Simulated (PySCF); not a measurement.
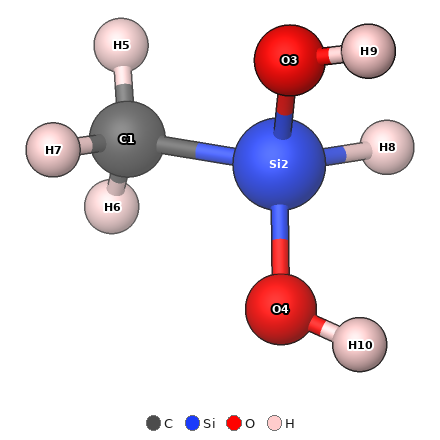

CH₆O₂Si, SMILES C[SiH](O)O. Vertical core-electron binding energies by ΔSCF (SCAN, pcX-2 on the ionised atom, pcseg-1 elsewhere, spin-free X2C; PySCF 2.14.0, at a PBE0-D3(BJ)/def2-SVP geometry (no frequency check)), gas phase, against the vacuum level. One atom of each kind was ionised; within a panel, areas follow the number of like atoms and 2j + 1 (2p levels are split by first-order spin-orbit coupling, an approximation), Gaussians of 0.8 eV full width. Only the regions named are shown. Lines closer than the width merge in the curve.

Question: Predict the Si 2p photoelectron lines.

Answer:
```
   level  atoms  binding energy (eV)
Si 2p1/2    Si2                108.1
Si 2p3/2    Si2                107.5
```

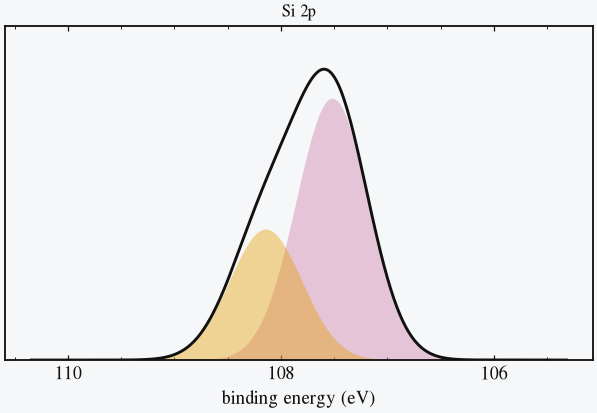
